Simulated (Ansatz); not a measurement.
# ScCo3C (Pm-3m): phonons and vibrational spectra

How does ScCo3C (Pm-3m) vibrate, and is this structure a minimum?

Method: DFT PBEsol, scalar-relativistic, plane waves, PAW; PAW set soft_1, in Ansatz 0.2.0.

## 1. Set-up

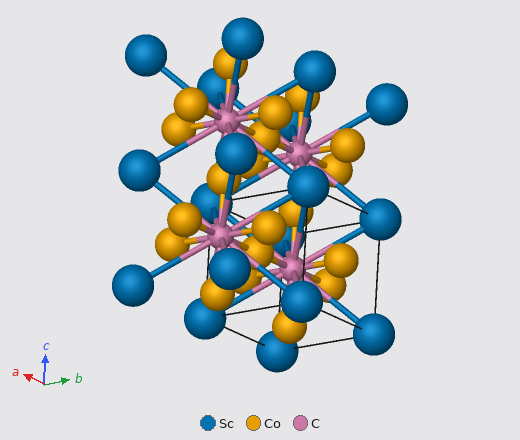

The starting structure, seen from a free direction (scandium blue, cobalt orange, carbon pink). 2×1×2 cells are drawn. Some periodic images of atoms are drawn too.

Coordinates:

```cif
data_structure
_symmetry_space_group_name_H-M 'Pm-3m'
_symmetry_Int_Tables_number 221
_cell_length_a 3.7809
_cell_length_b 3.7809
_cell_length_c 3.7809
_cell_angle_alpha 90.000
_cell_angle_beta 90.000
_cell_angle_gamma 90.000
_cell_volume 54.05
loop_
_atom_site_label
_atom_site_type_symbol
_atom_site_symmetry_multiplicity
_atom_site_Wyckoff_symbol
_atom_site_fract_x
_atom_site_fract_y
_atom_site_fract_z
_atom_site_occupancy
Sc1 Sc 1 a 0.00000 0.00000 0.00000 1
Co1 Co 3 c 0.00000 0.50000 0.50000 1
C1 C 1 b 0.50000 0.50000 0.50000 1
```

## 2. Relaxation

The cell and atoms are relaxed, since residual forces and stress would shift the frequencies.

Contents of input.yaml:

```yaml
crystal:
  lattice:
    - [3.78093826, 0.0, 0.0]
    - [0.0, 3.78093826, 0.0]
    - [0.0, 0.0, 3.78093826]
  atoms:
    - { symbol: Sc, position: [0.0, 0.0, 0.0] }
    - { symbol: Co, position: [0.0, 0.5, 0.5] }
    - { symbol: Co, position: [0.5, 0.0, 0.5] }
    - { symbol: Co, position: [0.5, 0.5, 0.0] }
    - { symbol: C, position: [0.5, 0.5, 0.5] }
kpoints:
  mp_grid: { grid: [10, 10, 10] }
hamiltonian:
  xc: pbesol
  pseudopotentials: { kind: paw, azcp: { folder: soft_1 }, xc_functional: pbe }
scf:
  occupations: { method: gaussian, width: 0.1 }
output:
  forces: true
  stress: true
  eigenvalues: true
  write_density: true
  write_potential: true
  elf: true
  volumetric_format: npy
relax:
  adjacent_minimum: "off"
  f_tol: 0.005
  max_steps: 80
  cell: { stress_tol: 0.05 }
```

Started as:

```console
$ ansatz run input.yaml --threads 4 --pin off --max-ram 10240MiB --backend cpu --events-out ev --progress --plain --runs-dir out
```

Numbers of over 12 decimals in the logs are rounded to 6 here.

What it wrote:

```text
Engine: ansatz 0.2.0, aarch64-unknown-linux-gnu
Pseudopotentials: kind: paw
Pseudopotential: Sc, paw, valence charge 11, recommended cutoff 420 eV (normal), soft_1/Sc.paw.azcp
Pseudopotential: Co, paw, valence charge 17, recommended cutoff 420 eV (normal), soft_1/Co.paw.azcp
Pseudopotential: C, paw, valence charge 4, recommended cutoff 420 eV (normal), soft_1/C.paw.azcp
Functional definition: PBEsol
  exchange = pbesol_x
  correlation = pbesol_c
Crystal: 5 atoms, lattice volume = 54.050 Å³
Basis set: ecut = 420 eV, 1021 PW (Γ), exchange–correlation on 54×54×54 points (8 copies of the dense FFT grid, shifted against one another)
Bands: 40, of which v1, the nominal top of the filled ones, is band 33 counted from 1 (32 counted from 0)
Symmetry: 48 space group operations
Space group: Pm-3m (ITA 221), of the structure as read, at distance tolerance 3.8e-5 Å
k-points: 56 of 1000
Non-local potential: Sc, projectors of the file, l = 0: 3, l = 1: 2, l = 2: 3, l = 3: 1
Non-local potential: Co, projectors of the file, l = 0: 3, l = 1: 2, l = 2: 3, l = 3: 1
Non-local potential: C, projectors of the file, l = 0: 2, l = 1: 2, l = 2: 1
PAW form: soft (Blöchl's): semilocal exchange-correlation on the pseudo side does not see the compensation charge
PAW frozen core: Sc, regenerated for the run's functional, and the local potential with it (the file was generated under x = pbe(κ = 0.804, μ = 0.219515), c = pbe(β = 0.066725))
PAW frozen core: Co, regenerated for the run's functional, and the local potential with it (the file was generated under x = pbe(κ = 0.804, μ = 0.219515), c = pbe(β = 0.066725))
PAW frozen core: C, regenerated for the run's functional, and the local potential with it (the file was generated under x = pbe(κ = 0.804, μ = 0.219515), c = pbe(β = 0.066725))
PAW one-centre angular grid: Sc, 590 points (default); XC on 64 Gauss nodes
PAW one-centre angular grid: Co, 590 points (default); XC on 64 Gauss nodes
PAW one-centre angular grid: C, 110 points (default); XC on 64 Gauss nodes
Initial density: superposition of atomic densities (chi_scale 0.1, normalization cell, long waves kept (reshape's long-wave potential 0.00 eV rms))
Initial wavefunctions: pseudopotential atomic-orbital guess
Functional: x = pbesol(κ = 0.804, μ = 0.123457), c = pbesol(β = 0.046)
SCF iter   1: F=—  HF=-17638.964719 eV  |F-HF|=—  |Δ(HF+E_count)|=         —  Δρ=6.27e-2  dr2=9.75e-1  ethr=3.10e-3  ⟨swp⟩=4.3  Hψ=6759  notcnv=0
preconditioner: auto → Kerker (q_TF=auto, 2.821 Å⁻¹)  [metal: Δε(μ)=0.074 eV  Ē_g=8.993 eV  σ=0.100 eV  W_gap=0.35  n_scr=18 (ndim 8)  ℏωp=31.9 eV  f_vac=0.000  D(μ)=0.93/eV (n_scr^D=6)]
SCF iter   2: F=—  HF=-17638.813792 eV  |F-HF|=—  |Δ(HF+E_count)|=   1.51e-1  Δρ=2.42e-2  dr2=1.06e-1  ethr=1.48e-3  ⟨swp⟩=2.1  Hψ=3622  notcnv=0  defer=84
SCF iter   3: F=—  HF=-17638.853239 eV  |F-HF|=—  |Δ(HF+E_count)|=   3.94e-2  Δρ=1.01e-2  dr2=4.12e-2  ethr=1.60e-4  ⟨swp⟩=2.0  Hψ=3427  notcnv=0  defer=84
SCF iter   4: F=—  HF=-17638.854122 eV  |F-HF|=—  |Δ(HF+E_count)|=   8.82e-4  Δρ=8.57e-3  dr2=2.58e-2  ethr=6.24e-5  ⟨swp⟩=2.1  Hψ=3098  notcnv=0  defer=84
SCF iter   5: F=—  HF=-17638.850562 eV  |F-HF|=—  |Δ(HF+E_count)|=   3.56e-3  Δρ=1.54e-3  dr2=1.28e-3  ethr=3.91e-5  ⟨swp⟩=2.0  Hψ=2837  notcnv=0  defer=84
SCF iter   6: F=—  HF=-17638.850300 eV  |F-HF|=—  |Δ(HF+E_count)|=   2.63e-4  Δρ=4.62e-4  dr2=1.46e-4  ethr=1.94e-6  ⟨swp⟩=2.1  Hψ=2724  notcnv=0  defer=84
SCF iter   7: F=—  HF=-17638.850291 eV  |F-HF|=—  |Δ(HF+E_count)|=   8.38e-6  Δρ=1.44e-4  dr2=1.17e-5  ethr=2.21e-7  ⟨swp⟩=2.0  Hψ=2622  notcnv=0  defer=84
SCF iter   8: F=—  HF=-17638.850257 eV  |F-HF|=—  |Δ(HF+E_count)|=   3.49e-5  Δρ=1.58e-5  dr2=8.90e-8  ethr=1.52e-10  ⟨swp⟩=11.6  Hψ=17291  notcnv=0
SCF iter   9: F=-17638.850257 eV  HF=-17638.850257 eV  |F-HF|=6.22e-10  |Δ(HF+E_count)|=   5.88e-9  Δρ=2.15e-6  dr2=1.29e-9  ethr=1.35e-10  ⟨swp⟩=6.2  Hψ=14008  notcnv=0
SCF 1 converged in 9 iterations: F = -17638.850257 eV  dr2 = 1.29e-9
  greatest PAW one-centre occupation: 1.001 electrons in one spin orbital (limit 2), on the Co atom at site 3 (counted from 0), in its partial waves of l = 1
relax step   1: F+E_penalty+E_count = -17638.85025650 eV  Δ(F+E_penalty+E_count) = +0.000e0 eV  max|allowed force component| = 3.008e-29 eV/Å  Δτ_max = 0.0000 Å  P = -3.789 GPa  Ω = 54.050 Å³  (9 SCF iters, dr2 threshold 1.00e-7 eV, accepted)
Crystal: 5 atoms, lattice volume = 53.509 Å³
Initial density: handed on by an earlier stage of this run
Initial wavefunctions: those handed on with the density
iter 1 solved again at ethr=2.92e-6 eV; its pass at ethr=3.10e-3 eV (dr2=1.93e-3 eV) is discarded
SCF iter   1: F=—  HF=-17638.860023 eV  |F-HF|=—  |Δ(HF+E_count)|=         —  Δρ=2.11e-3  dr2=2.03e-3  ethr=2.92e-6  ⟨swp⟩=2.1  Hψ=8320  notcnv=0
preconditioner: auto → Kerker (q_TF=auto, 2.825 Å⁻¹)  [metal: Δε(μ)=0.018 eV  Ē_g=8.974 eV  σ=0.100 eV  W_gap=0.10  n_scr=18 (ndim 8)  ℏωp=32.1 eV  f_vac=0.000  D(μ)=1.41/eV (n_scr^D=6)]
SCF iter   2: F=—  HF=-17638.859816 eV  |F-HF|=—  |Δ(HF+E_count)|=   2.07e-4  Δρ=7.11e-4  dr2=2.83e-4  ethr=2.92e-6  ⟨swp⟩=2.0  Hψ=2422  notcnv=0
SCF iter   3: F=—  HF=-17638.859745 eV  |F-HF|=—  |Δ(HF+E_count)|=   7.05e-5  Δρ=1.40e-4  dr2=1.14e-5  ethr=4.28e-7  ⟨swp⟩=2.0  Hψ=2640  notcnv=0
SCF iter   4: F=—  HF=-17638.859746 eV  |F-HF|=—  |Δ(HF+E_count)|=   6.98e-7  Δρ=6.84e-5  dr2=1.37e-6  ethr=1.73e-8  ⟨swp⟩=2.0  Hψ=3031  notcnv=0
iter 5 did not close the SCF: its close was put off for the readings that it lacked (scf_convergence_deferred on its scf_iter line)
SCF iter   5: F=-17638.859746 eV  HF=-17638.859746 eV  |F-HF|=2.21e-8  |Δ(HF+E_count)|=   9.00e-8  Δρ=8.91e-6  dr2=3.24e-8  ethr=2.07e-9  ⟨swp⟩=1.8  Hψ=2367  notcnv=0
SCF iter   6: F=-17638.859746 eV  HF=-17638.859746 eV  |F-HF|=3.67e-9  |Δ(HF+E_count)|=   6.40e-9  Δρ=3.77e-6  dr2=7.91e-9  ethr=4.91e-11  ⟨swp⟩=6.3  Hψ=14476  notcnv=0
SCF 2 converged in 6 iterations: F = -17638.859746 eV  dr2 = 7.91e-9
  greatest PAW one-centre occupation: 1.001 electrons in one spin orbital (limit 2), on the Co atom at site 2 (counted from 0), in its partial waves of l = 1
relax step   2: F+E_penalty+E_count = -17638.85974577 eV  Δ(F+E_penalty+E_count) = -9.489e-3 eV  max|allowed force component| = 1.252e-29 eV/Å  Δτ_max = 0.0000 Å  P = -1.545 GPa  Ω = 53.509 Å³  energy of the carried Pulay correction = +4.472e-4 eV  (6 SCF iters, dr2 threshold 5.00e-7 eV, accepted)
Crystal: 5 atoms, lattice volume = 53.143 Å³
iter 1 solved again at ethr=1.34e-6 eV; its pass at ethr=3.10e-3 eV (dr2=8.88e-4 eV) is discarded
SCF iter   1: F=—  HF=-17638.861913 eV  |F-HF|=—  |Δ(HF+E_count)|=         —  Δρ=1.44e-3  dr2=9.46e-4  ethr=1.34e-6  ⟨swp⟩=2.1  Hψ=8334  notcnv=0
preconditioner: auto → Kerker (q_TF=auto, 2.829 Å⁻¹)  [metal: Δε(μ)=0.054 eV  Ē_g=9.006 eV  σ=0.100 eV  W_gap=0.28  n_scr=18 (ndim 8)  ℏωp=32.2 eV  f_vac=0.000  D(μ)=1.39/eV (n_scr^D=6)]
SCF iter   2: F=—  HF=-17638.861820 eV  |F-HF|=—  |Δ(HF+E_count)|=   9.30e-5  Δρ=4.91e-4  dr2=1.34e-4  ethr=1.34e-6  ⟨swp⟩=2.0  Hψ=2423  notcnv=0
SCF iter   3: F=—  HF=-17638.861776 eV  |F-HF|=—  |Δ(HF+E_count)|=   4.36e-5  Δρ=9.52e-5  dr2=5.26e-6  ethr=2.03e-7  ⟨swp⟩=2.0  Hψ=2645  notcnv=0
SCF iter   4: F=—  HF=-17638.861777 eV  |F-HF|=—  |Δ(HF+E_count)|=   3.17e-7  Δρ=4.81e-5  dr2=6.91e-7  ethr=7.96e-9  ⟨swp⟩=2.0  Hψ=3056  notcnv=0
iter 5 did not close the SCF: its close was put off for the readings that it lacked (scf_convergence_deferred on its scf_iter line)
SCF iter   5: F=-17638.861777 eV  HF=-17638.861777 eV  |F-HF|=1.16e-8  |Δ(HF+E_count)|=   5.46e-8  Δρ=6.25e-6  dr2=1.67e-8  ethr=1.05e-9  ⟨swp⟩=1.8  Hψ=2346  notcnv=0
SCF iter   6: F=-17638.861777 eV  HF=-17638.861777 eV  |F-HF|=1.99e-9  |Δ(HF+E_count)|=   3.49e-9  Δρ=2.62e-6  dr2=3.98e-9  ethr=2.53e-11  ⟨swp⟩=6.2  Hψ=14156  notcnv=0
SCF 3 converged in 6 iterations: F = -17638.861777 eV  dr2 = 3.98e-9
  greatest PAW one-centre occupation: 1.001 electrons in one spin orbital (limit 2), on the Co atom at site 1 (counted from 0), in its partial waves of l = 1
relax step   3: F+E_penalty+E_count = -17638.86177662 eV  Δ(F+E_penalty+E_count) = -2.031e-3 eV  max|allowed force component| = 6.995e-30 eV/Å  Δτ_max = 0.0000 Å  P = +0.044 GPa  Ω = 53.143 Å³  energy of the carried Pulay correction = +7.523e-4 eV  (6 SCF iters, dr2 threshold 5.00e-7 eV, accepted)
Initial wavefunctions: pseudopotential atomic-orbital guess (no wavefunctions were taken with the density)
iter 1 solved again at ethr=1.56e-7 eV; its pass at ethr=3.10e-3 eV (dr2=1.03e-4 eV) is discarded
SCF iter   1: F=—  HF=-17638.861064 eV  |F-HF|=—  |Δ(HF+E_count)|=         —  Δρ=3.64e-5  dr2=8.91e-8  ethr=1.56e-7  ⟨swp⟩=3.0  Hψ=12966  notcnv=0
preconditioner: auto → Kerker (q_TF=auto, 2.829 Å⁻¹)  [metal: Δε(μ)=0.054 eV  Ē_g=9.006 eV  σ=0.100 eV  W_gap=0.28  n_scr=18 (ndim 8)  ℏωp=32.2 eV  f_vac=0.000  D(μ)=1.38/eV (n_scr^D=6)]
SCF iter   2: F=—  HF=-17638.861043 eV  |F-HF|=—  |Δ(HF+E_count)|=   2.02e-5  Δρ=2.29e-5  dr2=8.94e-8  ethr=1.35e-10  ⟨swp⟩=2.5  Hψ=4281  notcnv=0
SCF iter   3: F=—  HF=-17638.861043 eV  |F-HF|=—  |Δ(HF+E_count)|=   1.79e-8  Δρ=6.24e-6  dr2=4.81e-9  ethr=1.35e-10  ⟨swp⟩=1.0  Hψ=2242  notcnv=0
SCF iter   4: F=—  HF=-17638.861043 eV  |F-HF|=—  |Δ(HF+E_count)|=   1.56e-9  Δρ=1.14e-6  dr2=5.01e-10  ethr=7.29e-12  ⟨swp⟩=2.0  Hψ=3194  notcnv=0
SCF iter   5: F=—  HF=-17638.861043 eV  |F-HF|=—  |Δ(HF+E_count)|=  1.49e-10  Δρ=6.56e-7  dr2=2.23e-10  ethr=1.00e-12  ⟨swp⟩=2.7  Hψ=3970  notcnv=0
SCF iter   6: F=-17638.861043 eV  HF=-17638.861043 eV  |F-HF|=1.46e-11  |Δ(HF+E_count)|=  2.55e-11  Δρ=1.18e-7  dr2=1.13e-11  ethr=1.00e-12  ⟨swp⟩=4.9  Hψ=10738  notcnv=0
SCF 4 converged in 6 iterations: F = -17638.861043 eV  dr2 = 1.13e-11
relax step   4: F+E_penalty+E_count = -17638.86104337 eV  Δ(F+E_penalty+E_count) = +7.332e-4 eV  max|allowed force component| = 1.110e-29 eV/Å  Δτ_max = 0.0000 Å  P = +0.033 GPa  Ω = 53.143 Å³  stress off target by 3.27e-2 GPa  SCF on the basis re-selected at this cell (its energy is not comparable with the rows above)  (6 SCF iters)
basis re-selected at this cell: Δ(F+E_penalty+E_count) = +7.332e-4 eV, ΔP = -0.011 GPa vs the last step (what re-selecting the basis moved, of the pressure what is left beyond the Pulay correction that the steps carried, after the strain that the cell walked since its last selection, with what the two solves' SCF thresholds leave and, on support functions, any second-order correction that the steps lacked; it is no m [...]
SCF converged after 6 iterations
Free energy (F): -17638.861043 eV
Harris-Foulkes:  -17638.861043 eV  (|F-HF|=1.46e-11)
Internal energy: -17638.854144 eV  (E = F + TS)
E sigma→0 (E₀):  -17638.857594 eV
Entropy (-TS):   -0.006899 eV (-1.380 meV/atom)
Fermi energy:    17.376294 eV
--- Per-component energies (eV) ---
  E_band       = -841.840001
  E_kinetic    = 1184.935764
  E_local      = -9586.508330  (includes V_loc(G=0)·N_el)
  E_nonlocal   = 1483.410865
  E_hartree    = 4229.532536
  E_xc         = -411.743986
  E_vxc        = -524.739822  (∫ρ·V_xc dr)
  E_paw        = -5687.903747  (= ΣΔE_a)
  E_vpaw       = -1858.003181  (= ΣTr[D̂ρ^β])
  E_aug_tail   = -0.000076  (compensation charges beyond the density's cutoff)
  E_ewald      = -8851.292553
  E_core_change = 0.715384  (= ΣΔE_core)
  E_smearing   = -0.006899  (= −TS)
  E_closure    = -0.000000  (closes the sum)
  Σ components = -17638.861043   (vs F -17638.861043, Δ=0.00e0)
--- Forces (eV/Å), atoms counted from 1 ---
  atom   1  Sc    -0.00000000    -0.00000000    -0.00000000
  atom   2  Co    -0.00000000     0.00000000     0.00000000
  atom   3  Co     0.00000000     0.00000000     0.00000000
  atom   4  Co     0.00000000    -0.00000000     0.00000000
  atom   5  C      0.00000000    -0.00000000     0.00000000
  max |Σ_I F_I| component: 7.10e-30 eV/Å
--- Stress (GPa, compression-positive) ---
        0.032663       0.000000       0.000000
        0.000000       0.032663      -0.000000
        0.000000      -0.000000       0.032663
  P = ⅓ Tr σ = 0.0327 GPa (0.327 kbar)
--- Band table (eV; the first three rows and the last of 56) ---
  k-point 0: bands = [... 29 lower, 16.1222, 16.1222, 17.2114, 17.2114, 17.2114, 17.4830, 19.8663, 19.8663, ... 3 higher]
  k-point 1: bands = [... 29 lower, 16.1244, 16.2825, 17.2115, 17.2670, 17.2670, 17.4374, 19.8338, 19.9401, ... 3 higher]
  k-point 2: bands = [... 29 lower, 16.1272, 16.4053, 17.2118, 17.3017, 17.4217, 17.4217, 19.7455, 20.1342, ... 3 higher]
  k-point 55: bands = [... 29 lower, 17.2446, 17.2446, 17.2446, 17.5116, 17.5116, 17.5116, 18.4925, 18.4925, ... 3 higher]
--- Relaxed structure (3 steps of the walk, 3 accepted, 1 SCFs on fresh bases) ---
  F+E_penalty+E_count = -17638.86104337 eV   max|allowed force component| = 1.110e-29 eV/Å   (the final SCF, on the basis selected at the relaxed cell)
  cell:  # Å, volume = 53.1430 Å³
    - [3.759661, 0, 0]
    - [0, 3.759661, 0]
    - [0, 0, 3.759661]
  atoms:
    - { symbol: Sc, position: [0, 0, 0] }
    - { symbol: Co, position: [0, 0.5, 0.5] }
    - { symbol: Co, position: [0.5, 0, 0.5] }
    - { symbol: Co, position: [0.5, 0.5, 0] }
    - { symbol: C, position: [0.5, 0.5, 0.5] }
```

Elapsed: 9 s, on 4 threads of Arm Neoverse V1, shared host; peak memory 0.46 GiB.

This run has no spin polarisation, although Co can carry a moment.

Step by step:

```csv
step,energy less that of the first step (eV),largest force component (eV/Å),pressure (GPa),volume (Å³)
1,0.0000,0.0000,-3.79,54.05
2,-0.0095,0.0000,-1.54,53.51
3,-0.0115,0.0000,0.04,53.14
4*,-0.0108,0.0000,0.03,53.14
```

Relaxation steps marked * repeat the geometry before them on a plane-wave basis chosen anew for their cell, so energy and pressure can jump there.

Forces are held to the 48 operations that the run works with; a distortion that breaks them can't arise in this run.

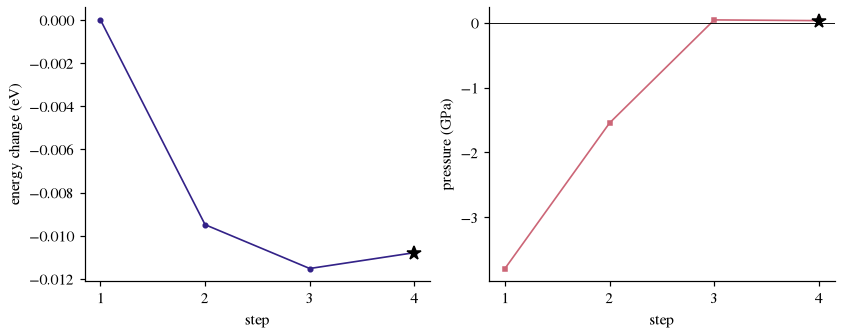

Energy and pressure along the relaxation. Stars mark steps on a basis chosen anew.

```csv
"conventional cell, symmetrised",before,after,change
a (Å),3.781,3.760,-0.6 %
b (Å),3.781,3.760,-0.6 %
c (Å),3.781,3.760,-0.6 %
volume (Å³/atom),10.81,10.63,-1.7 %
```

The relaxed structure:

```cif
data_structure
_symmetry_space_group_name_H-M 'P 1'
_symmetry_Int_Tables_number 1
_cell_length_a 3.7597
_cell_length_b 3.7597
_cell_length_c 3.7597
_cell_angle_alpha 90.000
_cell_angle_beta 90.000
_cell_angle_gamma 90.000
_cell_volume 53.14
loop_
_atom_site_label
_atom_site_type_symbol
_atom_site_fract_x
_atom_site_fract_y
_atom_site_fract_z
_atom_site_occupancy
Sc1 Sc 0.00000 0.00000 0.00000 1
Co2 Co 0.00000 0.50000 0.50000 1
Co3 Co 0.50000 0.00000 0.50000 1
Co4 Co 0.50000 0.50000 0.00000 1
C5 C 0.50000 0.50000 0.50000 1
```

This step gave:

```yaml
pressure: 0.03266 GPa
volume_per_atom: 10.63 Å³
gap_on_the_k_mesh: 0 eV
```

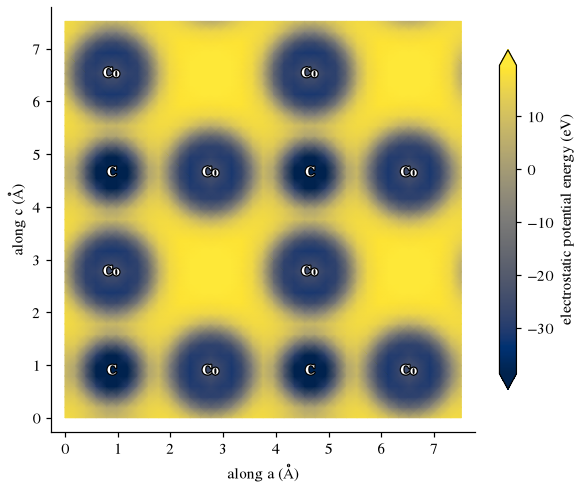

Electrostatic potential energy in the ac plane at fractional y = 0.500, with atoms of Co and C within 0.2 Å of it. With pseudopotentials it is smooth inside the atoms' cores, unlike the true potential. The map starts off the cell's origin, so that atoms lie inside it.

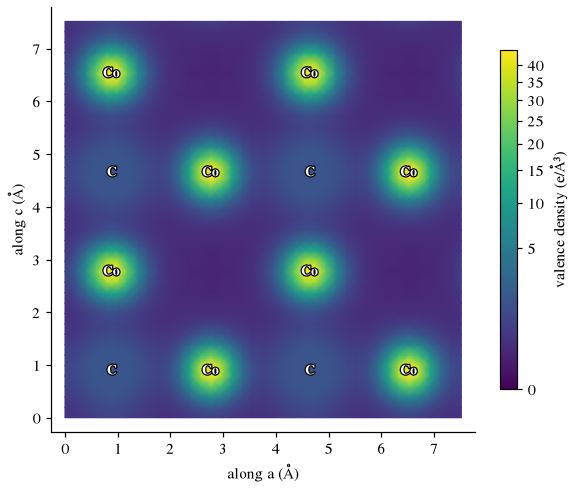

Valence density in the ac plane at fractional y = 0.500, with atoms of Co and C within 0.2 Å of it. It is the smooth field of the valence electrons, not physical close to the nuclei. The map starts off the cell's origin, so that atoms lie inside it. The colour scale is stretched toward low values.

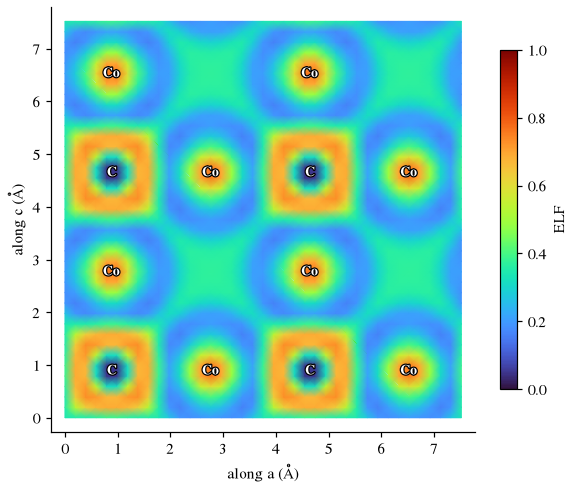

ELF in the ac plane at fractional y = 0.500, with atoms of Co and C within 0.2 Å of it. It is the smooth field of the valence electrons, not physical close to the nuclei. The map starts off the cell's origin, so that atoms lie inside it.

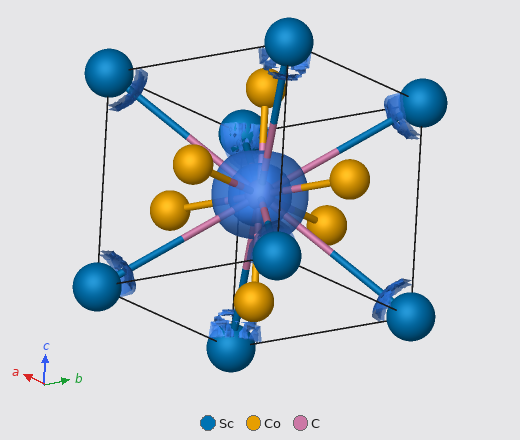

Surface of ELF = 0.68.

In this step the volume went from 10.81 to 10.63 Å³/atom.

[end of part 1 of 3]

[Logs are printed without paths, hosts, clocks, repeated set-up lines and the standing remarks that a program may print on its own settings, such as how far it seeks lower states.]

[Hosts, paths, dates, database ids (printed as entryN), source tags and the programs' standing remarks are cut or masked in the printed files.]
